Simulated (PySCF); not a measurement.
**C6H14AlB: geometry relaxation**

System: C6H14AlB.
Method: PBE0-D3(BJ)/def2-SVP geometry optimisation, gas phase (PySCF 2.14.0).

It belongs to a series of runs on one base structure; here: H on C replaced by BMe2.

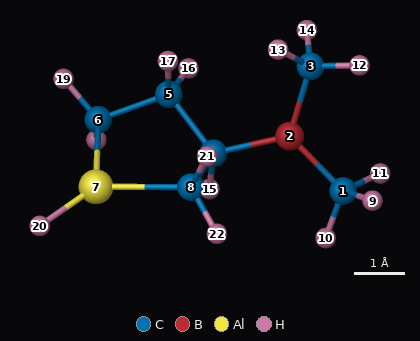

Figure 1. The starting structure (ball-and-stick view, seen at an oblique angle; atoms are numbered from 1 in the order of the input). Sticks mark near contacts.

### Input file
```
{"job": {"xc": "PBE0", "basis": "def2-SVP", "d3": "d3bj", "grid": 1, "shake": 0.01, "kind": "geom"}, "charge": 0, "multiplicity": 1}
C     -2.038670     0.350190     1.675430
B     -1.303130     0.073400     0.317380
C     -2.116370    -0.508660    -0.920930
C      0.293100     0.312120     0.223800
C      0.856110     0.573720    -1.180520
C      2.382320     0.803300    -1.079140
Al     2.741300    -0.641880     0.262720
C      0.867790    -1.015930     0.804700
H     -2.594300    -0.498360     2.049610
H     -1.423960     0.726980     2.488890
H     -2.832610     1.131850     1.514070
H     -3.093560    -0.844890    -0.657910
H     -1.603310    -1.322970    -1.401360
H     -2.214020     0.265970    -1.671200
H      0.597290     1.114430     0.880900
H      0.359910     1.460860    -1.605970
H      0.656270    -0.269610    -1.813630
H      2.570720     1.827970    -0.723350
H      2.838240     0.727790    -2.068660
H      4.033390    -1.264050     0.738330
H      0.347660    -1.876280     0.316960
H      0.610740    -1.121580     1.863370
```

The first line tells a small driver script what to run in PySCF; the rest is the geometry in Å.

Hardware: 1 CPU thread, shared host.

Launch command:
```bash
OMP_NUM_THREADS=1 python <driver script> task.json out
```

### Output
```
step   0  E = -503.64862084  max force = 0.034375
step   1  E = -503.65898752  max force = 0.006265
step   2  E = -503.65977951  max force = 0.002256
step   3  E = -503.65986336  max force = 0.000830
step   4  E = -503.65990783  max force = 0.000734
step   5  E = -503.65994593  max force = 0.000809
step   6  E = -503.65998991  max force = 0.000726
step   7  E = -503.66001173  max force = 0.000813
step   8  E = -503.66002676  max force = 0.000561
step   9  E = -503.66003600  max force = 0.000425
optimisation converged
```

### Trajectory as extended XYZ (Å, eV, eV/Å), 10 frames, from step=0 to step=9
```
22
Properties=species:S:1:pos:R:3:forces:R:3 step=0 energy=-13704.97704
C    -2.0387    0.3502    1.6754   -0.4894   1.0466  -0.3107
B    -1.3031    0.0734    0.3174    0.7643  -0.0453  -0.1213
C    -2.1164   -0.5087   -0.9209    0.9121   0.5513   0.9488
C     0.2931    0.3121    0.2238   -1.7677  -0.6955  -0.8120
C     0.8561    0.5737   -1.1805    0.5090   1.2354   1.1444
C     2.3823    0.8033   -1.0791   -0.4126  -0.6315   0.2449
Al    2.7413   -0.6419    0.2627   -1.0817   0.5952  -0.6054
C     0.8678   -1.0159    0.8047   -0.2382  -0.0944  -0.4753
H    -2.5943   -0.4984    2.0496   -0.3781  -0.7206   0.1432
H    -1.4240    0.7270    2.4889    0.4178   0.1184   0.3013
H    -2.8326    1.1319    1.5141    0.4080  -0.3967  -0.0845
H    -3.0936   -0.8449   -0.6579   -1.1808  -0.3421   0.2885
H    -1.6033   -1.3230   -1.4014    0.5388  -0.6782  -0.4468
H    -2.2140    0.2660   -1.6712   -0.0470   0.5731  -0.5237
H     0.5973    1.1144    0.8809    0.1809   0.7474   0.4880
H     0.3599    1.4609   -1.6060   -0.1092  -0.0702  -0.2023
H     0.6563   -0.2696   -1.8136   -0.3404  -0.7834  -0.6834
H     2.5707    1.8280   -0.7234    0.1313   0.0349   0.1445
H     2.8382    0.7278   -2.0687    0.4095  -0.0570  -0.2092
H     4.0334   -1.2640    0.7383    1.1110  -0.5076   0.4274
H     0.3477   -1.8763    0.3170    0.4360   0.1273  -0.0009
H     0.6107   -1.1216    1.8634    0.2263  -0.0070   0.3445
22
Properties=species:S:1:pos:R:3:forces:R:3 step=1 energy=-13705.25913
C    -2.0811    0.3090    1.6828    0.0184  -0.0818   0.0864
B    -1.3099    0.0086    0.3410   -0.0367   0.0325   0.0177
C    -2.0701   -0.6901   -0.8493   -0.1733  -0.0961  -0.0646
C     0.1984    0.4129    0.1870    0.2754   0.0777   0.2167
C     0.7974    0.6766   -1.1977    0.0320  -0.2523  -0.1593
C     2.3323    0.7974   -1.1219    0.1495   0.0232  -0.1317
Al    2.7684   -0.5642    0.2356   -0.0067  -0.0015   0.0206
C     0.8959   -0.8490    0.8026    0.0106  -0.0588   0.3221
H    -2.6347   -0.5679    2.0657    0.0581   0.0301  -0.0706
H    -1.4693    0.7236    2.4993    0.0047   0.0033  -0.0386
H    -2.8646    1.0511    1.4430   -0.0177   0.0561  -0.0139
H    -3.0713   -1.0744   -0.5849    0.1283   0.0343  -0.0421
H    -1.5008   -1.5081   -1.3248    0.0220   0.0770   0.0426
H    -2.2033    0.0716   -1.6426   -0.0069  -0.0421   0.0165
H     0.4515    1.2774    0.8420   -0.0956  -0.1637  -0.0897
H     0.3317    1.5670   -1.6536    0.0075   0.0210  -0.0220
H     0.5388   -0.1787   -1.8599    0.0071   0.1988   0.0876
H     2.6163    1.7985   -0.7428    0.0120   0.0013  -0.0068
H     2.8214    0.7012   -2.1071   -0.0292   0.0334   0.0542
H     4.1552   -1.2200    0.7576   -0.2979   0.1505  -0.1249
H     0.5120   -1.7783    0.3427   -0.0669  -0.0745  -0.0842
H     0.7156   -0.9616    1.8849    0.0053   0.0316  -0.0161
22
Properties=species:S:1:pos:R:3:forces:R:3 step=2 energy=-13705.28068
C    -2.0720    0.3093    1.6863   -0.0621  -0.0177   0.0081
B    -1.3085    0.0121    0.3421    0.0403   0.0152  -0.0445
C    -2.0506   -0.6915   -0.8601   -0.0777  -0.0023   0.0199
C     0.2019    0.4110    0.1987    0.1097   0.1055  -0.0354
C     0.7981    0.6765   -1.1953   -0.0281  -0.0561   0.0183
C     2.3324    0.7975   -1.1344    0.0611  -0.0037  -0.0038
Al    2.7318   -0.5614    0.2275    0.0368  -0.0233   0.0224
C     0.8780   -0.8543    0.8285   -0.0191  -0.1160   0.0401
H    -2.6224   -0.5705    2.0606    0.0020   0.0009  -0.0130
H    -1.4527    0.7172    2.4996    0.0094  -0.0009  -0.0182
H    -2.8537    1.0584    1.4539    0.0102   0.0020   0.0084
H    -3.0439   -1.0955   -0.6116    0.0190  -0.0084  -0.0063
H    -1.4555   -1.4933   -1.3273    0.0279   0.0169   0.0139
H    -2.1873    0.0673   -1.6541   -0.0090  -0.0098   0.0065
H     0.4511    1.2700    0.8527   -0.0419  -0.0105  -0.0172
H     0.3335    1.5705   -1.6469   -0.0288   0.0036   0.0241
H     0.5293   -0.1677   -1.8580   -0.0115   0.0405   0.0058
H     2.6235    1.7972   -0.7568   -0.0052  -0.0090   0.0028
H     2.8173    0.6984   -2.1192   -0.0124  -0.0063   0.0119
H     4.1004   -1.2125    0.7344   -0.0459   0.0288  -0.0233
H     0.4779   -1.7809    0.3674    0.0062   0.0085   0.0062
H     0.7010   -0.9557    1.9119    0.0192   0.0419  -0.0266
22
Properties=species:S:1:pos:R:3:forces:R:3 step=3 energy=-13705.28297
C    -2.0797    0.3062    1.6786    0.0064   0.0318   0.0198
B    -1.3039    0.0196    0.3392   -0.0163  -0.0193  -0.0168
C    -2.0502   -0.6914   -0.8560    0.0230   0.0070  -0.0222
C     0.2089    0.4183    0.2004   -0.0093   0.0068  -0.0199
C     0.8026    0.6812   -1.1931   -0.0021   0.0081   0.0205
C     2.3392    0.7927   -1.1369   -0.0065  -0.0071   0.0030
Al    2.7294   -0.5676    0.2248    0.0014  -0.0012   0.0069
C     0.8780   -0.8516    0.8346   -0.0263  -0.0427  -0.0239
H    -2.6287   -0.5786    2.0417    0.0015  -0.0043  -0.0049
H    -1.4650    0.7104    2.4966   -0.0012   0.0031   0.0125
H    -2.8613    1.0554    1.4469    0.0091  -0.0014   0.0040
H    -3.0352   -1.1093   -0.6012    0.0019  -0.0091   0.0119
H    -1.4437   -1.4847   -1.3225    0.0135  -0.0024  -0.0141
H    -2.2015    0.0626   -1.6512   -0.0102  -0.0020  -0.0057
H     0.4550    1.2774    0.8528   -0.0186   0.0108   0.0145
H     0.3371    1.5787   -1.6375    0.0033   0.0072   0.0111
H     0.5244   -0.1568   -1.8571   -0.0090  -0.0048  -0.0199
H     2.6373    1.7898   -0.7588   -0.0027  -0.0007   0.0032
H     2.8200    0.6908   -2.1227   -0.0008  -0.0078  -0.0055
H     4.0919   -1.2205    0.7255    0.0252  -0.0087   0.0054
H     0.4715   -1.7775    0.3777    0.0026   0.0143   0.0156
H     0.7036   -0.9428    1.9180    0.0151   0.0222   0.0043
22
Properties=species:S:1:pos:R:3:forces:R:3 step=4 energy=-13705.28418
C    -2.0792    0.3078    1.6786   -0.0036   0.0155  -0.0219
B    -1.3054    0.0234    0.3364    0.0099  -0.0276   0.0070
C    -2.0395   -0.6943   -0.8630    0.0209   0.0063   0.0066
C     0.2066    0.4243    0.2018   -0.0187  -0.0279  -0.0044
C     0.7997    0.6857   -1.1905    0.0255   0.0239   0.0081
C     2.3377    0.7864   -1.1369   -0.0312  -0.0065  -0.0036
Al    2.7234   -0.5752    0.2249   -0.0203   0.0145  -0.0042
C     0.8714   -0.8481    0.8394   -0.0199   0.0189  -0.0377
H    -2.6261   -0.5792    2.0392   -0.0063  -0.0023   0.0059
H    -1.4627    0.7103    2.4963    0.0001  -0.0039   0.0030
H    -2.8611    1.0575    1.4511   -0.0028   0.0016   0.0030
H    -3.0161   -1.1318   -0.6098   -0.0098  -0.0117   0.0061
H    -1.4160   -1.4742   -1.3303   -0.0014   0.0000  -0.0089
H    -2.2042    0.0580   -1.6571   -0.0109   0.0037   0.0021
H     0.4489    1.2838    0.8547   -0.0005   0.0088   0.0180
H     0.3369    1.5874   -1.6292    0.0214   0.0090   0.0013
H     0.5139   -0.1471   -1.8575   -0.0023  -0.0114  -0.0179
H     2.6425    1.7812   -0.7583    0.0035   0.0040   0.0011
H     2.8151    0.6817   -2.1239    0.0059  -0.0034  -0.0077
H     4.0840   -1.2317    0.7222    0.0359  -0.0177   0.0119
H     0.4597   -1.7737    0.3883   -0.0064   0.0014   0.0144
H     0.7000   -0.9298    1.9236    0.0112   0.0048   0.0177
22
Properties=species:S:1:pos:R:3:forces:R:3 step=5 energy=-13705.28521
C    -2.0829    0.3073    1.6744    0.0029   0.0087  -0.0263
B    -1.3058    0.0252    0.3329    0.0127  -0.0216   0.0152
C    -2.0344   -0.6997   -0.8658    0.0269  -0.0107   0.0080
C     0.2054    0.4310    0.2015   -0.0242  -0.0220   0.0023
C     0.8024    0.6929   -1.1892    0.0189   0.0151  -0.0046
C     2.3408    0.7808   -1.1365   -0.0201  -0.0042   0.0005
Al    2.7195   -0.5825    0.2258   -0.0116   0.0119  -0.0042
C     0.8659   -0.8418    0.8436   -0.0058   0.0416  -0.0293
H    -2.6289   -0.5814    2.0322   -0.0053   0.0020   0.0073
H    -1.4676    0.7084    2.4938   -0.0016  -0.0042   0.0001
H    -2.8651    1.0571    1.4486   -0.0044   0.0021  -0.0013
H    -3.0005   -1.1575   -0.6071   -0.0053  -0.0059   0.0008
H    -1.3983   -1.4655   -1.3400   -0.0120   0.0039  -0.0085
H    -2.2199    0.0516   -1.6561   -0.0088   0.0079   0.0081
H     0.4439    1.2904    0.8564    0.0038   0.0003   0.0050
H     0.3483    1.6011   -1.6237    0.0156   0.0042   0.0021
H     0.5104   -0.1338   -1.8619   -0.0030  -0.0035  -0.0023
H     2.6537    1.7727   -0.7568    0.0071   0.0033  -0.0024
H     2.8164    0.6729   -2.1242    0.0045   0.0005   0.0005
H     4.0796   -1.2455    0.7220    0.0117  -0.0102   0.0064
H     0.4479   -1.7679    0.4006   -0.0092  -0.0145   0.0118
H     0.6988   -0.9135    1.9294    0.0073  -0.0048   0.0108
22
Properties=species:S:1:pos:R:3:forces:R:3 step=6 energy=-13705.28641
C    -2.0908    0.3077    1.6630    0.0016  -0.0024  -0.0131
B    -1.3052    0.0245    0.3264    0.0080  -0.0074   0.0142
C    -2.0242   -0.7144   -0.8696    0.0265  -0.0374   0.0069
C     0.2028    0.4423    0.2004   -0.0128   0.0062   0.0092
C     0.8086    0.7078   -1.1863    0.0074  -0.0035  -0.0186
C     2.3478    0.7725   -1.1333   -0.0008   0.0011   0.0079
Al    2.7118   -0.5953    0.2276    0.0098   0.0028  -0.0024
C     0.8561   -0.8297    0.8507    0.0091   0.0314  -0.0077
H    -2.6372   -0.5813    2.0198   -0.0027   0.0071   0.0053
H    -1.4798    0.7098    2.4854   -0.0023  -0.0004  -0.0032
H    -2.8726    1.0569    1.4343   -0.0019   0.0023  -0.0071
H    -2.9691   -1.2095   -0.5995    0.0013   0.0028  -0.0051
H    -1.3698   -1.4517   -1.3637   -0.0172   0.0082  -0.0082
H    -2.2525    0.0380   -1.6477   -0.0061   0.0154   0.0124
H     0.4340    1.3012    0.8589    0.0060  -0.0096  -0.0075
H     0.3714    1.6284   -1.6118   -0.0007  -0.0015   0.0025
H     0.5053   -0.1065   -1.8696    0.0013   0.0064   0.0119
H     2.6770    1.7583   -0.7506    0.0028   0.0014  -0.0065
H     2.8215    0.6601   -2.1215    0.0015   0.0033   0.0053
H     4.0682   -1.2730    0.7230   -0.0229   0.0014  -0.0026
H     0.4276   -1.7589    0.4248   -0.0061  -0.0169   0.0070
H     0.6987   -0.8849    1.9391   -0.0018  -0.0106  -0.0007
22
Properties=species:S:1:pos:R:3:forces:R:3 step=7 energy=-13705.28700
C    -2.0980    0.3093    1.6523   -0.0025  -0.0074  -0.0011
B    -1.3032    0.0208    0.3221    0.0037   0.0029   0.0069
C    -2.0144   -0.7292   -0.8717    0.0198  -0.0418   0.0060
C     0.2013    0.4498    0.2004   -0.0044   0.0202   0.0058
C     0.8139    0.7193   -1.1832   -0.0032  -0.0114  -0.0157
C     2.3534    0.7686   -1.1292    0.0101   0.0058   0.0105
Al    2.7060   -0.6044    0.2287    0.0164   0.0005  -0.0024
C     0.8498   -0.8216    0.8558    0.0135   0.0076   0.0086
H    -2.6470   -0.5772    2.0115   -0.0005   0.0072   0.0019
H    -1.4924    0.7160    2.4764   -0.0015   0.0023  -0.0040
H    -2.8780    1.0577    1.4148    0.0008   0.0028  -0.0085
H    -2.9416   -1.2527   -0.5936    0.0034   0.0048  -0.0055
H    -1.3493   -1.4414   -1.3871   -0.0121   0.0097  -0.0069
H    -2.2781    0.0273   -1.6347   -0.0050   0.0162   0.0115
H     0.4267    1.3081    0.8614    0.0066  -0.0104  -0.0093
H     0.3874    1.6482   -1.6010   -0.0085  -0.0040  -0.0004
H     0.5033   -0.0857   -1.8743    0.0026   0.0061   0.0137
H     2.6935    1.7498   -0.7440   -0.0017   0.0001  -0.0060
H     2.8262    0.6542   -2.1176   -0.0001   0.0030   0.0049
H     4.0566   -1.2950    0.7234   -0.0282   0.0033  -0.0051
H     0.4139   -1.7535    0.4431   -0.0018  -0.0097  -0.0001
H     0.6999   -0.8664    1.9461   -0.0072  -0.0080  -0.0051
22
Properties=species:S:1:pos:R:3:forces:R:3 step=8 energy=-13705.28741
C    -2.1073    0.3123    1.6384   -0.0074  -0.0059   0.0089
B    -1.2996    0.0139    0.3184   -0.0010   0.0110  -0.0030
C    -2.0010   -0.7489   -0.8731    0.0047  -0.0288   0.0042
C     0.2002    0.4570    0.2013    0.0039   0.0224  -0.0014
C     0.8197    0.7312   -1.1789   -0.0120  -0.0122  -0.0025
C     2.3594    0.7674   -1.1226    0.0147   0.0094   0.0079
Al    2.7000   -0.6129    0.2300    0.0121   0.0014  -0.0019
C     0.8440   -0.8140    0.8614    0.0109  -0.0183   0.0224
H    -2.6617   -0.5685    2.0028    0.0013   0.0040  -0.0018
H    -1.5098    0.7281    2.4638    0.0000   0.0033  -0.0029
H    -2.8830    1.0600    1.3845    0.0035   0.0027  -0.0057
H    -2.9058   -1.3061   -0.5866    0.0043   0.0019  -0.0030
H    -1.3262   -1.4277   -1.4189   -0.0008   0.0089  -0.0042
H    -2.3090    0.0154   -1.6120   -0.0044   0.0100   0.0065
H     0.4193    1.3144    0.8649    0.0067  -0.0058  -0.0055
H     0.4019    1.6675   -1.5886   -0.0105  -0.0053  -0.0058
H     0.5034   -0.0647   -1.8774    0.0034   0.0003   0.0090
H     2.7089    1.7443   -0.7345   -0.0063  -0.0009  -0.0023
H     2.8321    0.6523   -2.1110   -0.0005   0.0014   0.0019
H     4.0415   -1.3202    0.7232   -0.0169   0.0005  -0.0050
H     0.4009   -1.7486    0.4616    0.0045   0.0017  -0.0092
H     0.7015   -0.8498    1.9531   -0.0101  -0.0019  -0.0067
22
Properties=species:S:1:pos:R:3:forces:R:3 step=9 energy=-13705.28766
C    -2.1123    0.3149    1.6309   -0.0073   0.0004   0.0080
B    -1.2970    0.0088    0.3174   -0.0029   0.0116  -0.0070
C    -1.9935   -0.7603   -0.8728   -0.0054  -0.0094   0.0027
C     0.2002    0.4591    0.2021    0.0058   0.0106  -0.0049
C     0.8223    0.7347   -1.1766   -0.0122  -0.0063   0.0074
C     2.3621    0.7704   -1.1176    0.0105   0.0083   0.0020
Al    2.6985   -0.6143    0.2314    0.0029   0.0029   0.0004
C     0.8427   -0.8123    0.8635    0.0034  -0.0219   0.0215
H    -2.6714   -0.5610    1.9995    0.0013   0.0004  -0.0030
H    -1.5196    0.7374    2.4563    0.0008   0.0017  -0.0007
H    -2.8840    1.0627    1.3647    0.0034   0.0018  -0.0010
H    -2.8853   -1.3360   -0.5824    0.0040  -0.0025   0.0003
H    -1.3152   -1.4183   -1.4383    0.0063   0.0064  -0.0027
H    -2.3272    0.0101   -1.5945   -0.0042   0.0016   0.0016
H     0.4168    1.3160    0.8666    0.0064  -0.0007  -0.0005
H     0.4050    1.6719   -1.5849   -0.0070  -0.0051  -0.0084
H     0.5065   -0.0597   -1.8765    0.0032  -0.0049   0.0031
H     2.7116    1.7466   -0.7282   -0.0067  -0.0011   0.0016
H     2.8360    0.6562   -2.1054    0.0001   0.0005  -0.0002
H     4.0343   -1.3307    0.7233   -0.0017  -0.0029  -0.0035
H     0.3981   -1.7474    0.4661    0.0078   0.0071  -0.0121
H     0.7010   -0.8467    1.9553   -0.0085   0.0013  -0.0046
```

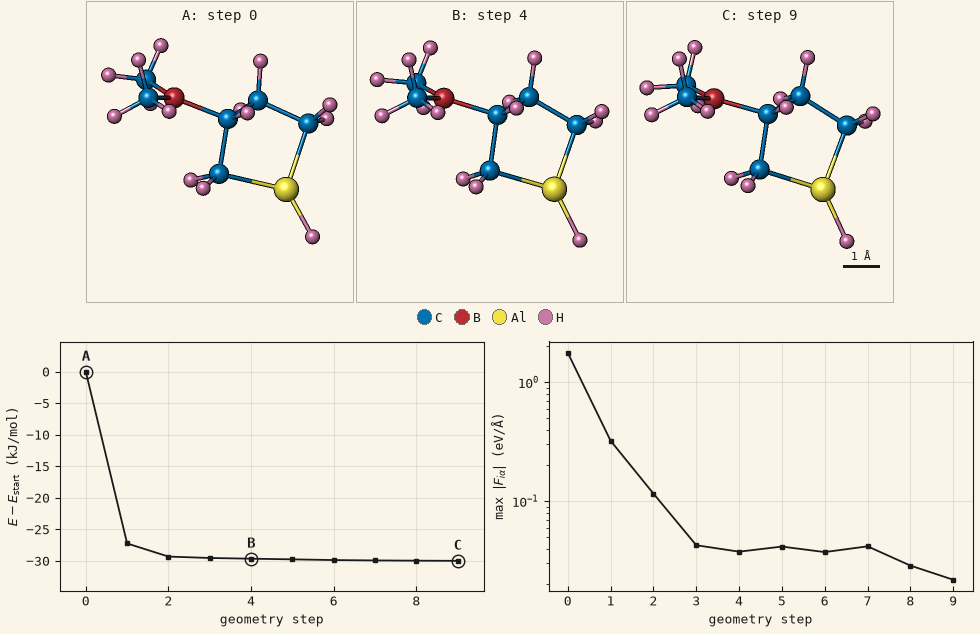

Figure 2. Frames of the relaxation (ball-and-stick view, seen at a tilt) above the curves, on which the letters mark them (steps are counted from 0).

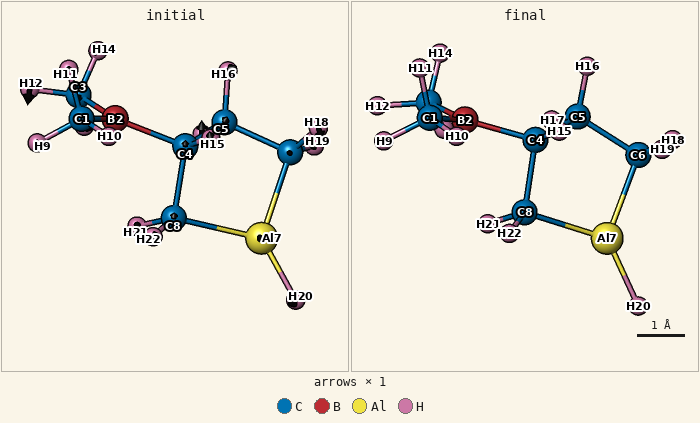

Figure 3. Before (left) and after (right) the relaxation, at one scale (ball-and-stick view, seen at a tilt). The black arrows give the displacements, at true length. The atom that moves furthest after the best rigid fit is H12 (0.38 Å). By element the largest moves are H 0.38 Å, C 0.17 Å, Al 0.15 Å, B 0.03 Å. Among the contacts that change: Al7–H20 1.511 → 1.594 Å, B2–C4 1.617 → 1.568 Å, C6–Al7 2.004 → 1.962 Å, C3–H12 1.066 → 1.101 Å. Among the angles that change: Al7–C8–H21 117.7° → 110.3°, Al7–C6–H18 115.1° → 109.0°, B2–C4–C8 102.5° → 97.3°. After 9 geometry steps the energy has fallen by 30.0 kJ/mol. The largest force component goes from 1.8 to 0.022 eV/Å. (Atoms are counted from 1 in the order of the input.)

### Key numbers

```json
{"quantity": "outcome", "value": "converged"}
{"quantity": "total energy", "value": "−503.660036 hartree"}
{"quantity": "dipole moment", "value": "0.28 D"}
{"quantity": "point group", "value": "C1"}
{"quantity": "wall time", "value": "4.9 min"}
{"quantity": "peak memory", "value": "0.9 GiB"}
```
